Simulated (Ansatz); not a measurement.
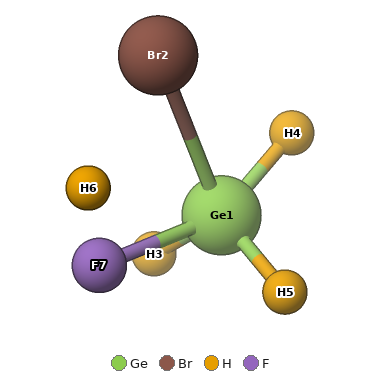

The system is the reacting system BrFGeH4 (fragments BrGeH₃ + FH where the first distance is long, FGeH₃ + BrH where the second is long); the picture shows the reference structure. First axis: distance Ge1–F7 (bond that forms). Second axis: distance H6–F7 (bond that breaks). Relaxed at each point: all other coordinates. Grid: 9 × 9 points. Points are written as (first, second). All energies are given in kcal/mol relative to a guessed transition structure relaxed with its forming and breaking bonds held. Energies and slopes of some neighbouring points disagree (a jump in structure or state, or too coarse a mesh). The reference is spin-restricted, so regions where a bond is pulled apart into radicals lie too high. The calculation used RKS B3LYP-D4/def2-SVP in Ansatz.

Its coordinates:

```xyz
7

Ge   -0.5822    0.0586   -0.4477
Br    0.3303    0.4856    2.1685
H    -0.7780   -1.3662   -0.9847
H    -1.9257    0.5193    0.1651
H    -0.0638    1.1375   -1.4043
H     1.5879   -0.2680    0.8250
F     1.4315   -0.5669   -0.3220
```

Range: distance Ge1–F7 (bond that forms) from 1.620 to 3.120 Å; distance H6–F7 (bond that breaks) from 0.819 to 2.619 Å.

> What landscape does the calculation give?

The lowest grid point is at (3.120 Å, 0.953 Å), −33 kcal/mol from a guessed transition structure relaxed with its forming and breaking bonds held. It lies in a valley that leaves the map towards separated partners. Other grid points that lie below all their neighbours: (1.731 Å, 1.819 Å) (3.2 kcal/mol higher). The highest grid point, (3.120 Å, 2.619 Å), lies 100 kcal/mol above the lowest.

```tsv
second ↓, first →	1.620	1.731	1.885	2.060	2.251	2.454	2.667	2.889	3.120
2.619	−21	−28	−24	−12	6	23	40	55	67
2.342	−21	−29	−26	−13	4	21	38	52	64
2.075	−22	−30	−27	−15	1	19	35	49	55
1.819	−22	−30	−28	−16	−1	16	32	39	42
1.576	−19	−28	−27	−16	−2	14	21	23	26
1.347	−12	−23	−23	−14	−1	3	3	4	5
1.137	1	−11	−14	−7	−12	−15	−18	−19	−19
0.953	21	5	0	−13	−22	−28	−31	−33	−33
0.819	52	33	15	0	−10	−16	−20	−22	−22
```

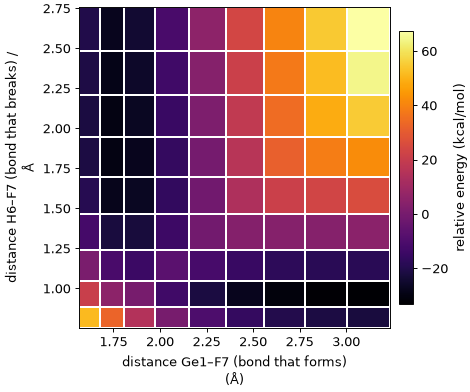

In the figure: one coloured cell a grid point.

Each point was launched as `ansatz run input.yaml --threads 1 --pin off --max-ram 2560MiB --backend cpu --events-out ev --progress --plain --runs-dir out`. The whole map (81 points run) took 20 min on 1 thread of Arm Neoverse V2, with other jobs on the host.
